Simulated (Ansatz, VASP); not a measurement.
# BiN: VASP beside Ansatz, part 2 of 2

One calculation is typed for both programs; each brings its own data sets. How far apart do they land? The cell is invented: As first built, before any earlier steps moved the atoms (in the runner's words): it takes the GaN structure with some of its atoms replaced by other elements, volume scaled by an estimate. It may not be a known or stable phase. The cell is taken from a series of VASP runs on this material, whose earlier steps may have relaxed, scaled or displaced it; both programs get it as it stands. Valence electrons are named where the data sets of a main pair hold unlike numbers.

VASP 6.6.1 and Ansatz 0.2.0.

So far. Step 3 (VASP: band structure, PBE, spin-orbit coupling): The run ends at a pressure of 0.54 GPa.

## Step 4: Side by side

Known differences besides the potentials themselves: spin-orbit coupling enters by fully relativistic files in Ansatz and inside the spheres in VASP; the cutoff is 420 eV in Ansatz and 520 eV in VASP. Total energies have different zeros and are not compared.

Both answers:

```csv
quantity,Ansatz,VASP,difference
pressure (GPa),0.65,0.54,+0.11
pressure without Ansatz's Pulay correction (GPa),0.43,0.54,-0.11
```

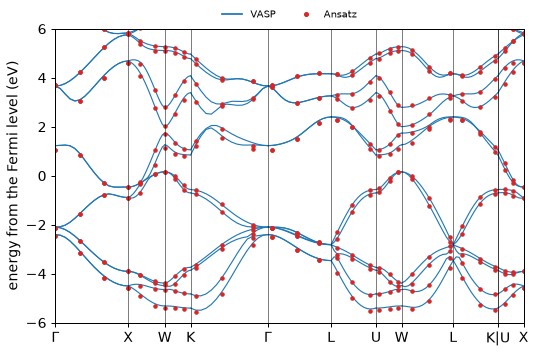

Bands from VASP (lines) and levels from Ansatz (dots). Dots without a line are higher empty bands that the VASP plot leaves out.

Levels from 3 eV below to 2 eV above the Fermi level differ by 49 meV r.m.s. and 179 meV at most; each VASP level is matched to the nearest of Ansatz, which flatters the figure a little. Ansatz's pressure holds a Pulay correction of 0.22 GPa; VASP's holds none.

## Step 5: Ansatz: band structure, r2SCAN, spin-orbit coupling

A single point gives forces, pressure and levels at one fixed geometry, so differences don't come from the geometry; what else differs is listed under the comparison.

The cell is taken from a series of VASP runs on this material, whose earlier steps may have relaxed, scaled or displaced it; both programs get it as it stands.

input.yaml

```yaml
crystal:
  lattice:
    - [0.0, 2.7780454068, 2.7780454068]
    - [2.7780454068, 0.0, 2.7780454068]
    - [2.7780454068, 2.7780454068, 0.0]
  atoms:
    - { symbol: Bi, position: [0.0, 0.0, 0.0] }
    - { symbol: "N", position: [0.25, 0.25, 0.25] }
hamiltonian:
  xc: r2scan
  pseudopotentials: { kind: paw_fr }
magnetization:
  noncollinear: true
  spin_orbit: true
kpoints:
  mp_grid: { grid: [6, 6, 6] }
  band_path:
    path:
      - [0.0, 0.0, 0.0]
      - [0.16667, 0.0, 0.16667]
      - [0.33333, 0.0, 0.33333]
      - [0.5, 0.0, 0.5]
      - [0.5, 0.08333, 0.58333]
      - [0.5, 0.18333, 0.68333]
      - [0.5, 0.25, 0.75]
      - [0.45, 0.3, 0.75]
      - [0.40833, 0.34167, 0.75]
      - [0.35, 0.35, 0.7]
      - [0.225, 0.225, 0.45]
      - [0.075, 0.075, 0.15]
      - [0.03333, 0.03333, 0.03333]
      - [0.23333, 0.23333, 0.23333]
      - [0.4, 0.4, 0.4]
      - [0.51667, 0.46667, 0.51667]
      - [0.55833, 0.38333, 0.55833]
      - [0.60833, 0.28333, 0.60833]
      - [0.60833, 0.25, 0.64167]
      - [0.55833, 0.25, 0.69167]
      - [0.51667, 0.25, 0.73333]
      - [0.5, 0.3, 0.7]
      - [0.5, 0.38333, 0.61667]
      - [0.5, 0.48333, 0.51667]
      - [0.475, 0.475, 0.55]
      - [0.425, 0.425, 0.65]
      - [0.38333, 0.38333, 0.73333]
      - [0.59167, 0.18333, 0.59167]
      - [0.55, 0.1, 0.55]
      - [0.5, 0.0, 0.5]
    npoints: 1
scf:
  occupations: { method: gaussian, width: 0.02 }
  n_extra_bands: 14
output:
  forces: true
  stress: true
  eigenvalues: true
```

On the command line:

```console
$ ansatz run input.yaml --threads 2 --pin off --max-ram 4608MiB --backend cpu --events-out ev --progress --plain --runs-dir out
```

Numbers of over 12 decimals in the logs are rounded to 6 here.

What it wrote:

```text
[...]
Crystal: 2 atoms, lattice volume = 42.879 Å³
Basis set: ecut = 500 eV, 1067 PW (Γ), exchange–correlation on 120×120×120 points (64 copies of the dense FFT grid, shifted against one another)
Bands: 34, of which v1, the nominal top of the filled ones, is band 20 counted from 1 (19 counted from 0)
[...]
k-point 1: bands = [... 16 lower, 6.9900, 7.0134, 7.1506, 7.1506, 10.8842, 10.8842, 12.6842, 12.6842, ... 10 higher]
  k-point 2: bands = [... 16 lower, 6.6254, 6.6468, 6.7712, 6.7712, 11.5513, 11.5513, 12.7554, 12.7554, ... 10 higher]
  k-point 15: bands = [... 16 lower, 4.9124, 4.9793, 9.5001, 9.5154, 9.8063, 10.3842, 12.7049, 13.4401, ... 10 higher]
[key lines of the parts left out:]
SCF converged after 7 iterations
Magnetization: |M| = 0.0000 μB,  M = (+0.0000, +0.0000, +0.0000) μB
Free energy (F): -12760.077880 eV
Fermi energy:    9.496734 eV
P = ⅓ Tr σ = -1.5064 GPa (-15.064 kbar)
```

Wall time 12 s (2 threads of Arm Neoverse V2, shared host); peak memory 0.54 GiB.

## Step 6: VASP: band structure, r2SCAN, spin-orbit coupling

The same cell, functional, mesh and smearing now go to VASP, with its own data sets.

INCAR

```
SYSTEM = BiN
PREC = Accurate
ENCUT = 520
EDIFF = 1E-06
NELM = 100
ISMEAR = 0
SIGMA = 0.02
LREAL = .FALSE.
ALGO = Normal
METAGGA = R2SCAN
LASPH = .TRUE.
LNONCOLLINEAR = .TRUE.
MAGMOM = 0 0 0 0 0 0
NBANDS = 32
GGA_COMPAT = .FALSE.
LSORBIT = .TRUE.
LORBIT = 11
LWAVE = .FALSE.
LCHARG = .FALSE.
KPAR = 4
```

POSCAR

```
BiN
1.0
    0.0000000000      2.7780454068      2.7780454068
    2.7780454068      0.0000000000      2.7780454068
    2.7780454068      2.7780454068      0.0000000000
Bi N
1 1
Direct
    0.0000000000      0.0000000000      0.0000000000
    0.2500000000      0.2500000000      0.2500000000
```

KPOINTS

```
Automatic mesh
0
Gamma
6 6 6
0 0 0
```

KPOINTS_OPT

```
Line mode
16
Line-mode
Reciprocal
  0.00000000   0.00000000   0.00000000 GAMMA
  0.50000000   0.00000000   0.50000000 X

  0.50000000   0.00000000   0.50000000 X
  0.50000000   0.25000000   0.75000000 W

  0.50000000   0.25000000   0.75000000 W
  0.37500000   0.37500000   0.75000000 K

  0.37500000   0.37500000   0.75000000 K
  0.00000000   0.00000000   0.00000000 GAMMA

  0.00000000   0.00000000   0.00000000 GAMMA
  0.50000000   0.50000000   0.50000000 L

  0.50000000   0.50000000   0.50000000 L
  0.62500000   0.25000000   0.62500000 U

  0.62500000   0.25000000   0.62500000 U
  0.50000000   0.25000000   0.75000000 W

  0.50000000   0.25000000   0.75000000 W
  0.50000000   0.50000000   0.50000000 L

  0.50000000   0.50000000   0.50000000 L
  0.37500000   0.37500000   0.75000000 K

  0.62500000   0.25000000   0.62500000 U
  0.50000000   0.00000000   0.50000000 X
```

The projector-augmented-wave data sets are Bi_d and N (PBE family, release 64).

On the command line:

```console
$ mpirun -np 4 vasp_ncl
```

What it wrote:

```text
[banner, memory and clock lines left out]
running    4 mpi-ranks, on    1 nodes
[...]
|                                                                             |
|               ----> ADVICE to this user running VASP <----                  |
|                                                                             |
|     You enforced a specific xc type in the INCAR file but a different       |
|     [... a line on the potential file left out ...]
|     I HOPE YOU KNOW WHAT YOU ARE DOING!                                     |
|                                                                             |

 LDA part: xc-table for (None), standard interpolation
 POSCAR, INCAR and KPOINTS ok, starting setup
[...]
entering main loop
       N       E                     dE             d eps       ncg     rms          rms(c)
DAV:   1     0.169111300071E+03    0.16911E+03   -0.10091E+04  1408   0.149E+03
DAV:   2    -0.448927160401E+02   -0.21400E+03   -0.20419E+03  1416   0.452E+02
[...]
1 F= -.66444808E+02 E0= -.66444582E+02  d E =-.452006E-03  mag=    -0.0000    -0.0000    -0.0000
 Start KPOINTS_OPT (optional k-point list driver)
k-point batch [1-22\160]
       N       E                     dE             ncg
DAV:   1     0.127564026727E+04   -0.78426E+04     1416
DAV:   2    -0.337850546723E+04   -0.46541E+04     1464
DAV:   3    -0.394589976911E+04   -0.56739E+03     1696
DAV:   4    -0.397210878160E+04   -0.26209E+02     1640
DAV:   5    -0.397327734419E+04   -0.11686E+01     2208
DAV:   6    -0.397329335168E+04   -0.16007E-01     1792
DAV:   7    -0.397329381867E+04   -0.46698E-03     2208
DAV:   8    -0.397329382568E+04   -0.70149E-05     1736
DAV:   9    -0.397329382587E+04   -0.18749E-06     1208
[...]
k-point batch [155-160\160]
       N       E                     dE             ncg
DAV:   1     0.117810864184E+05   -0.38778E+04      384
DAV:   2     0.105586626067E+05   -0.12224E+04      400
DAV:   3     0.104185859386E+05   -0.14008E+03      472
DAV:   4     0.104127584677E+05   -0.58275E+01      432
DAV:   5     0.104124959155E+05   -0.26255E+00      616
DAV:   6     0.104124933005E+05   -0.26150E-02      456
DAV:   7     0.104124931762E+05   -0.12435E-03      616
DAV:   8     0.104124931744E+05   -0.18134E-05      448
DAV:   9     0.104124931743E+05   -0.52636E-07      336
```

OUTCAR, selected parts (step 6):

```text
  Total       -0.3768588     -0.3768588     -0.3768588      0.0000000      0.0000000     -0.0000000
  in kB      -14.0812518    -14.0812518    -14.0812518      0.0000000      0.0000000     -0.0000000
  external PRESSURE =     -14.0812518 kB  Pullay stress =       0.0000000 kB

 POSITION                                       TOTAL-FORCE (eV/Angst)
 -----------------------------------------------------------------------------------
      0.00000      0.00000      0.00000        -0.000000     -0.000000     -0.000000
      1.38902      1.38902      1.38902         0.000000      0.000000      0.000000
 -----------------------------------------------------------------------------------
    total drift:                               -0.000000     -0.000000     -0.000000

  FREE ENERGIE OF THE ION-ELECTRON SYSTEM (eV)
  ---------------------------------------------------
  free  energy   TOTEN  =       -66.4448079531 eV

  energy  without entropy=      -66.4443559469  energy(sigma->0) =      -66.44458195

 magnetization (x)
# of ion       s       p       d       tot
------------------------------------------
    1       -0.000   0.000   0.000   0.000
    2        0.000   0.000   0.000   0.000
--------------------------------------------------
tot         -0.000   0.000   0.000   0.000

 magnetization (y)
# of ion       s       p       d       tot
------------------------------------------
    1        0.000   0.000   0.000   0.000
    2        0.000   0.000   0.000   0.000
--------------------------------------------------
tot          0.000   0.000   0.000   0.000

 magnetization (z)
# of ion       s       p       d       tot
------------------------------------------
    1       -0.000  -0.000   0.000  -0.000
    2       -0.000   0.000   0.000   0.000
--------------------------------------------------
tot         -0.000   0.000   0.000   0.000

[... 2 parts as in an earlier step ...]

[... 1 further part left out ...]
[key lines of the parts left out:]
E-fermi :   6.2359
```

The run ends at a pressure of -1.41 GPa.

## Step 7: Comparison

What differs besides the data sets and the points named for the pairs above, as far as they apply: VASP keeps PBE cores, Ansatz makes them for the functional; the cutoff is 500 eV in Ansatz and 520 eV in VASP. Total energies have different zeros and are not compared.

Both answers:

```csv
quantity,Ansatz,VASP,difference
pressure (GPa),-1.51,-1.41,-0.10
```

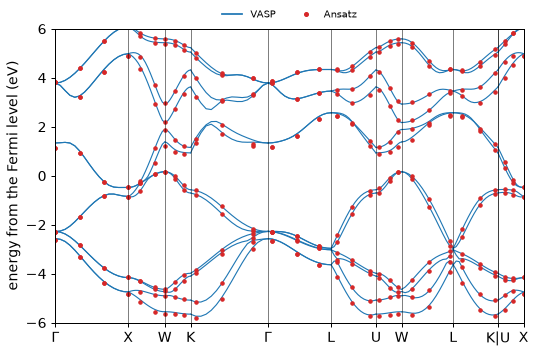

Bands from VASP (lines) and levels from Ansatz (dots). Dots without a line are higher empty bands that the VASP plot leaves out.

Levels from 3 eV below to 2 eV above the Fermi level differ by 53 meV r.m.s. and 194 meV at most; each VASP level is matched to the nearest of Ansatz, which flatters the figure a little. Ansatz's pressure holds a Pulay correction of 0.04 GPa; VASP's holds none.

## Step 8: What came out

- r.m.s. difference of levels near the Fermi level (band structure, PBE, spin-orbit coupling): 49 meV
- r.m.s. difference of levels near the Fermi level (band structure, r2SCAN, spin-orbit coupling): 53 meV

**Reading.** The r.m.s. difference of levels near the Fermi level is 53 meV (band structure, r2SCAN, spin-orbit coupling), within the 80 meV picked in this series as the mark of a large difference. How closely two codes agree says nothing of how well the functional describes the real material.

[Lines on the potential files, build, host, timing and source positions are cut from VASP's logs without a mark.]

[Logs are printed without paths, hosts, clocks, repeated set-up lines and the standing remarks that a program may print on its own settings, such as how far it seeks lower states.]

[Hosts, paths, dates, database ids (printed as entryN), source tags and the programs' standing remarks are cut or masked in the printed files.]
